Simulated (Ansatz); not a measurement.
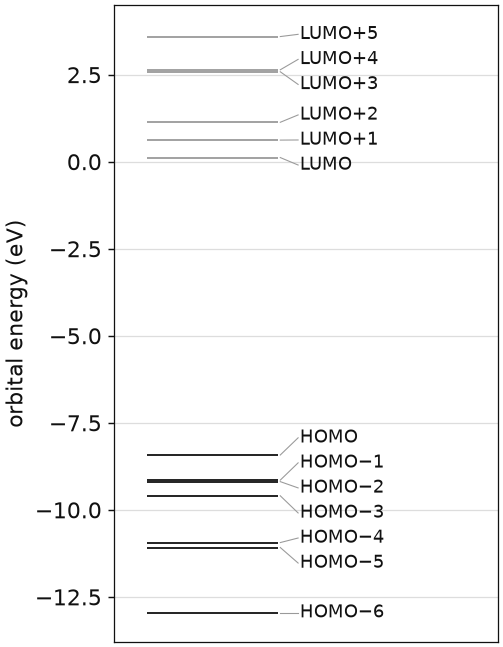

Kohn-Sham orbital energies near the frontier, r2SCAN0/def2-TZVPP, the Ansatz code, at a PBE0-D4/def2-TZVP geometry (a minimum by its frequencies), isolated molecule; empty levels in grey, levels within 0.03 eV side by side.

Question: Which molecule has this level scheme?
A. HfH₂O₂F₂, SMILES [OH][Hf]([OH])([F])[F], singlet
B. CH₅ClGeO, SMILES C[O][GeH2][Cl], singlet
C. C₃H₆BN, SMILES BCN=C=C

Answer: Option B. HOMO −8.42 eV, LUMO 0.13 eV, separation 8.54 eV.

Caveats: no scalar relativity up to krypton; one conformer of a flexible molecule; empty levels above zero depend strongly on the basis.
